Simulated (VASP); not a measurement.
Consider the following.

```
FeSi
1.0
    0.00000     2.54967     2.54967
    2.54967     0.00000     2.54967
    2.54967     2.54967     0.00000
Fe Si
1 1
Cartesian
  0.00000   0.00000   0.00000
  1.27484   1.27484   1.27484
```
Starting moments (μB, in the order of the record's atoms Fe Si): 1.1 -0.1.

These are PBEsol GGA, VASP's PBE PAW potentials (set 64) (plane waves; VASP 6.6.1) values and carry that method's errors. Run with 400 eV cut-off, 14×14×14 Γ-centred mesh, tetrahedra with Blöchl corrections, potentials Fe Si.

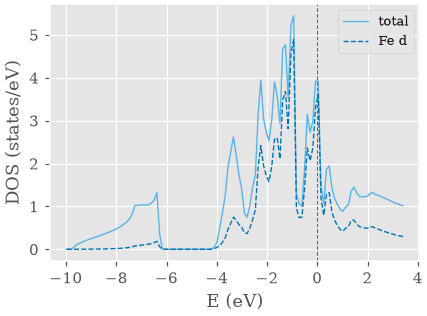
Fig. 1. Total and projected density of states, zero at the Fermi level

Within 2 eV below the Fermi level the largest weight inside VASP's projection spheres is Fe d.

It has no gap at this level: it comes out as a metal or semimetal.

The structure was generated: FeSi was put into the zinc blende type (F-43m), which need not be its known phase. It was relaxed first, which changed the volume by -25 %.
